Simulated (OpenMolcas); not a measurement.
**Single-point calculation of H$_{2}$O (charge +1)**

H$_{2}$O, charge +1, multiplicity 4, computed with FCI/6-31G, ROHF (OpenMolcas 26.06).

The geometry is that of the parent species in another charge or spin state. The geometry comes from this level: GFN2-xTB.

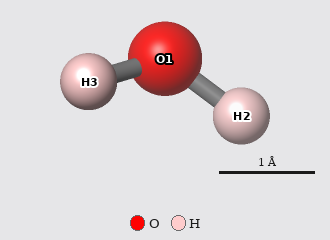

**Figure 1.** The input geometry (ball-and-stick view, seen at a tilt; atoms are numbered from 1 in the order of the input). Bond lengths as drawn: H–O 1.00 Å.

### Input file
```
&GATEWAY
BASLIB = $CurrDir
COORD = coord.xyz
BASIS = 6-31G
GROUP = NoSym
&SEWARD
&RASSCF
FILEORB = $CurrDir/step1.RasOrb
SPIN = 4
NACTEL = 7 0 0
INACTIVE = 1
RAS2 = 12
CIROOT = 3 3 1
ORBLISTING = Nothing
ORBAPPEAR = Compact
CIONLY
```

### File coord.xyz
```
3

O     -0.257730     0.170410    -0.119700
H      0.490020     0.658280     0.340630
H     -0.232290    -0.828700    -0.220940
```

Launched with:
```bash
export MOLCAS_MEM=1860
pymolcas step2.inp > step2.log
```

### What the program printed
```
--- Start Module: gateway ---

                                              &GATEWAY

                       available to each process: 1.9 GB of memory, 1 thread

 Basis Set     1 Label: O.6-31G
 Basis set is read from library:.
 basistype.tbl is not found

 Basis Set     2 Label: H.6-31G
 Basis set is read from library:.
 basistype.tbl is not found

++    Symmetry information:
      ---------------------

                    Character Table for C1

                             E
                    a        1  x, y, xy, Rz, z, xz, Ry, yz, Rx, I
--

++    Basis set information:
      ----------------------

      Basis set label: O.6-31G.........

      Electronic valence basis set:
      ------------------
      Associated Effective Charge   8.000000 au
      Associated Actual Charge      8.000000 au
      Nuclear Model: Point charge

      Shell  nPrim  nBasis  Cartesian Spherical Contaminant
         s      10       3        X
         p       4       2        X

      Basis set label: H.6-31G.........

      Electronic valence basis set:
      ------------------
      Associated Effective Charge   1.000000 au
      Associated Actual Charge      1.000000 au
      Nuclear Model: Point charge

      Shell  nPrim  nBasis  Cartesian Spherical Contaminant
         s       4       2        X
--

++    Molecular structure info:
      -------------------------

                    ************************************************
                    **** Cartesian Coordinates / bohr, angstrom ****
                    ************************************************

     Center  Label                x              y              z                     x              y              z
        1      O1              -0.487039       0.322028      -0.226200             -0.257730       0.170410      -0.119700
        2      H2               0.926004       1.243969       0.643697              0.490020       0.658280       0.340630
        3      H3              -0.438964      -1.566016      -0.417516             -0.232290      -0.828700      -0.220940

                    ***************************************
                    *    InterNuclear Distances / bohr    *
                    ***************************************

               1 O1            2 H2            3 H3
    1 O1       0.000000
    2 H2       1.898259        0.000000
    3 H3       1.898321        3.299292        0.000000

                    *******************************************
                    *    InterNuclear Distances / angstrom    *
                    *******************************************

               1 O1            2 H2            3 H3
    1 O1       0.000000
    2 H2       1.004515        0.000000
    3 H3       1.004548        1.745910        0.000000

                    **************************************
                    *    Valence Bond Angles / degree    *
                    **************************************
                          Atom centers                 Phi
                      2 H2       1 O1       3 H3       120.69
--

            Nuclear Potential Energy              8.73173348 au

--- Stop Module: gateway /rc=_RC_ALL_IS_WELL_ ---

--- Start Module: seward ---

                                              &SEWARD

                       available to each process: 1.9 GB of memory, 1 thread

               SEWARD will generate:
                  Multipole Moment integrals up to order  2
                  Kinetic Energy integrals
                  Nuclear Attraction integrals (point charge)
                  One-Electron Hamiltonian integrals
                  Velocity integrals
                  Orbital angular momentum around ( -0.4053   0.2680  -0.1882 )
                  Velocity quadrupole around ( -0.4053   0.2680  -0.1882 )
                  Two-Electron Repulsion integrals

                   Integrals are discarded if absolute value <: 1.00E-14
                   Integral cutoff threshold is set to       <: 1.00E-16

            Nuclear Potential Energy              8.73173348 au

      Basis set specifications :
      Symmetry species         a
      Basis functions           13

--- Stop Module: seward /rc=_RC_ALL_IS_WELL_ ---

--- Start Module: rasscf ---

                                              &RASSCF

                       available to each process: 1.9 GB of memory, 1 thread

      Header of the ONEINT file:
      --------------------------

      OrdInt status: non-squared

      Cartesian coordinates in angstrom:
      -----------------------------------------------------
      No.  Label        X            Y            Z
      -----------------------------------------------------
       1   O1        -0.25773000   0.17041000  -0.11970000
       2   H2         0.49002000   0.65828000   0.34063000
       3   H3        -0.23229000  -0.82870000  -0.22094000
      -----------------------------------------------------
      Nuclear repulsion energy =    8.73173348

++    Wave function specifications:
      -----------------------------

      Number of closed shell electrons           2
      Number of electrons in active shells       7
      Max number of holes in RAS1 space          0
      Max nr of electrons in RAS3 space          0
      Number of inactive orbitals                1
      Number of active orbitals                 12
      Number of secondary orbitals               0
      Spin quantum number                      1.5
      State symmetry                             1
--

++    Orbital specifications:
      -----------------------

      Symmetry species                           1
                                                 a
      Frozen orbitals                            0
      Inactive orbitals                          1
      Active orbitals                           12
      RAS1 orbitals                              0
      RAS2 orbitals                             12
      RAS3 orbitals                              0
      Secondary orbitals                         0
      Deleted orbitals                           0
      Number of basis functions                 13
--

++    CI expansion specifications:
      ----------------------------

      Number of CSFs                         41184
      Number of determinants                 52272
      Number of root(s) required                 3
      Root chosen for geometry opt.              3
      CI roots used                              1     2     3
      weights                                0.333 0.333 0.333
      highest root included in the CI            3
      max. size of the explicit Hamiltonian    200
--

++    Optimization specifications:
      ----------------------------

      RASSCF algorithm: Conventional
      Maximum number of macro iterations       200
      Maximum number of SX iterations          100
      Threshold for RASSCF energy            1.000E-08
      Threshold for max MO rotation          1.000E-01
      Threshold for max BLB element          1.000E-04
      Level shift parameter                  5.000E-01
      Make Quasi-Newton update
--

      The MO-coefficients are taken from the file:
      step1.RasOrb
      Title: RASSCF canonical orbitals for CASPT2

      Total molecular charge    1.00

      ************************************************************************************************************************
      *                                            Wave function control section                                             *
      ************************************************************************************************************************

                                         CASCI only, no orbital optimization will be done.
                                         -------------------------------------------------

          iter iter root      energy       change     param      element    value   shift minimum  type update hh:mm:ss
 Nr of preliminary CI iterations:   9
        1   1    0    0   -75.18613701    0.00E+00   0.00E+00    1   6 1  1.37E-02*  0.00   0.00    SX    NO    0:00:01

      ************************************************************************************************************************
                                                      Wave function printout:
                       occupation of active orbitals, and spin coupling of open shells (u,d: Spin up or down)
      ************************************************************************************************************************

      Note: transformation to natural orbitals
      has been made, which may change the order of the CSFs.

      printout of CI-coefficients larger than  0.05 for root  1
      energy=     -75.272222
      conf/sym  111111111111     Coeff  Weight
             1  22uuu0000000  -0.97963 0.95968
            12  2u2u0u000000  -0.08449 0.00714
            37  2uuudu000000  -0.06235 0.00389

      printout of CI-coefficients larger than  0.05 for root  2
      energy=     -75.185073
      conf/sym  111111111111     Coeff  Weight
             2  2u2uu0000000  -0.22459 0.05044
             7  2uuu20000000  -0.07084 0.00502
            11  22uu0u000000  -0.94866 0.89995
            88  22uu00000u00   0.09739 0.00948

      printout of CI-coefficients larger than  0.05 for root  3
      energy=     -75.101116
      conf/sym  111111111111     Coeff  Weight
             2  2u2uu0000000   0.94584 0.89461
            11  22uu0u000000  -0.22456 0.05043
            13  u22u0u000000  -0.12332 0.01521
          6469  2uuuu0d00000   0.06689 0.00447

      Natural orbitals and occupation numbers for root  1
      sym 1:   1.986935   1.962945   1.008041   0.996738   0.985693   0.033632   0.008295   0.005408   0.005119   0.001418
               0.002987   0.002788

      Natural orbitals and occupation numbers for root  2
      sym 1:   1.985040   1.920767   1.047311   0.996123   0.080740   0.940986   0.005271   0.004919   0.002222   0.002274
               0.010709   0.003639

      Natural orbitals and occupation numbers for root  3
      sym 1:   1.983101   1.063792   1.916324   0.996451   0.927683   0.078633   0.012261   0.005512   0.002580   0.005345
               0.002216   0.006103

      ************************************************************************************************************************
      *                                                    Final results                                                     *
      ************************************************************************************************************************

++    Final optimization conditions:
      ------------------------------

      Average CI energy                             -75.18613701
      RASSCF energy for state  3                    -75.10111597
      Super-CI energy                                 0.00000000
      RASSCF energy change                            0.00000000
      Max change in MO coefficients               0.000E+00
      Max non-diagonal density matrix element     0.000E+00
      Maximum BLB matrix element                  1.372E-02
      (orbital pair   1,   6 in symmetry   1)
      Norm of electronic gradient            2.607E-02
--

      Final state energy(ies):
      ------------------------

::    RASSCF root number  1 Total energy:    -75.27222204
::    RASSCF root number  2 Total energy:    -75.18507303
::    RASSCF root number  3 Total energy:    -75.10111597
      Von Neumann Entropy (Root   1) =  1.74959

      Mulliken population analysis for root number:  1
      -----------------------------------------------

++    Molecular charges:
      ------------------

      Mulliken charges per centre
      ---------------------------

                O1      H2      H3
      Total    7.3151  0.8424  0.8425

      N-E      0.6849  0.1576  0.1575

      Total electronic charge=    9.000000

      Total            charge=    1.000000
--

      Expectation values of various properties for root number:  1
      -----------------------------------------------------------

++    Molecular properties:
      ---------------------

      Charge (e):
                      =    1.0000
      Dipole Moment (debye):
      Origin of the operator (angstrom)=   -0.2145    0.1418   -0.0996
                   X= -9.6888E-02               Y=  6.5029E-02               Z= -4.4886E-02           Total=  1.2502E-01
      Center of Charge (angstrom)
                     X=   -0.23463570               Y=    0.15534109               Z=   -0.10895123
      Quadrupole Moment (debye*angstrom):
      Origin of the operator (angstrom)=   -0.2145    0.1418   -0.0996
                  XX= -5.8893E+00              XY= -1.4675E-01              XZ= -8.0708E-02              YY= -6.1381E+00
                  YZ= -1.2155E-01              ZZ= -5.8289E+00
      In traceless form (debye*angstrom)
                  XX=  9.4174E-02              XY= -2.2013E-01              XZ= -1.2106E-01              YY= -2.7902E-01
                  YZ= -1.8232E-01              ZZ=  1.8485E-01
--

      Mulliken spin population analysis for root number:  1
      ---------------------------------------------------

++    Molecular charges:
      ------------------

      Mulliken spin population per centre
      ---------------------------

                O1      H2      H3
      Total    1.8883  0.5557  0.5560

      Total electronic spin=    3.000000
--

      Von Neumann Entropy (Root   2) =  1.87794

      Mulliken population analysis for root number:  2
      -----------------------------------------------

++    Molecular charges:
      ------------------

      Mulliken charges per centre
      ---------------------------

                O1      H2      H3
      Total    7.3835  0.8084  0.8081

      N-E      0.6165  0.1916  0.1919

      Total electronic charge=    9.000000

      Total            charge=    1.000000
--

      Expectation values of various properties for root number:  2
      -----------------------------------------------------------

++    Molecular properties:
      ---------------------

      Charge (e):
                      =    1.0000
      Dipole Moment (debye):
      Origin of the operator (angstrom)=   -0.2145    0.1418   -0.0996
                   X= -1.3915E-01               Y=  9.0789E-02               Z= -6.4766E-02           Total=  1.7833E-01
      Center of Charge (angstrom)
                     X=   -0.24343470               Y=    0.16070408               Z=   -0.11309009
      Quadrupole Moment (debye*angstrom):
      Origin of the operator (angstrom)=   -0.2145    0.1418   -0.0996
                  XX= -5.9137E+00              XY= -5.3397E-01              XZ= -2.4257E-01              YY= -6.7793E+00
                  YZ= -4.2681E-01              ZZ= -5.7589E+00
      In traceless form (debye*angstrom)
                  XX=  3.5538E-01              XY= -8.0095E-01              XZ= -3.6385E-01              YY= -9.4300E-01
                  YZ= -6.4022E-01              ZZ=  5.8762E-01
--

      Mulliken spin population analysis for root number:  2
      ---------------------------------------------------

++    Molecular charges:
      ------------------

      Mulliken spin population per centre
      ---------------------------

                O1      H2      H3
      Total    2.0181  0.4911  0.4908

      Total electronic spin=    3.000000
--

      Von Neumann Entropy (Root   3) =  1.89416

      Mulliken population analysis for root number:  3
      -----------------------------------------------

++    Molecular charges:
      ------------------

      Mulliken charges per centre
      ---------------------------

                O1      H2      H3
      Total    7.4703  0.7647  0.7650

      N-E      0.5297  0.2353  0.2350

      Total electronic charge=    9.000000

      Total            charge=    1.000000
--

      Expectation values of various properties for root number:  3
      -----------------------------------------------------------

++    Molecular properties:
      ---------------------

      Charge (e):
                      =    1.0000
      Dipole Moment (debye):
      Origin of the operator (angstrom)=   -0.2145    0.1418   -0.0996
                   X=  6.2329E-01               Y= -4.1100E-01               Z=  2.8960E-01           Total=  8.0081E-01
      Center of Charge (angstrom)
                     X=   -0.08469791               Y=    0.05623399               Z=   -0.03931232
      Quadrupole Moment (debye*angstrom):
      Origin of the operator (angstrom)=   -0.2145    0.1418   -0.0996
                  XX= -6.1632E+00              XY=  6.2049E-01              XZ= -1.5328E-01              YY= -5.4480E+00
                  YZ=  3.6987E-01              ZZ= -5.7878E+00
      In traceless form (debye*angstrom)
                  XX= -5.4534E-01              XY=  9.3073E-01              XZ= -2.2992E-01              YY=  5.2756E-01
                  YZ=  5.5480E-01              ZZ=  1.7777E-02
--

      Mulliken spin population analysis for root number:  3
      ---------------------------------------------------

++    Molecular charges:
      ------------------

      Mulliken spin population per centre
      ---------------------------

                O1      H2      H3
      Total    1.6839  0.6579  0.6582

      Total electronic spin=    3.000000
--

      Average orbitals are written to the RASORB file
      Natural orbitals for root   1 are written to the RASORB.1 file
      Natural orbitals for root   2 are written to the RASORB.2 file
      Natural orbitals for root   3 are written to the RASORB.3 file
      Spin density orbitals for root   1 are written to the SPDORB.1 file
      Spin density orbitals for root   2 are written to the SPDORB.2 file
      Spin density orbitals for root   3 are written to the SPDORB.3 file

--- Stop Module: rasscf /rc=_RC_ALL_IS_WELL_ ---
           step2.SpdOrb.1 step2.SpdOrb.2 step2.SpdOrb.3 xmldump
--- Module rasscf spent 2 seconds ---

.##################.
.# Happy landing! #.
.##################.

    Timing: Wall=3.00 User=2.55 System=0.39
```

### Results in brief

| quantity | value |
| --- | --- |
| outcome | converged |
| total energy | −75.272222 hartree |
| basis functions | 13 |
| hardware | 1 thread of Intel Xeon (Sapphire Rapids), 64 GiB of memory available, shared host |
| wall time | 3.3 s |
| peak memory | 0.37 GiB |
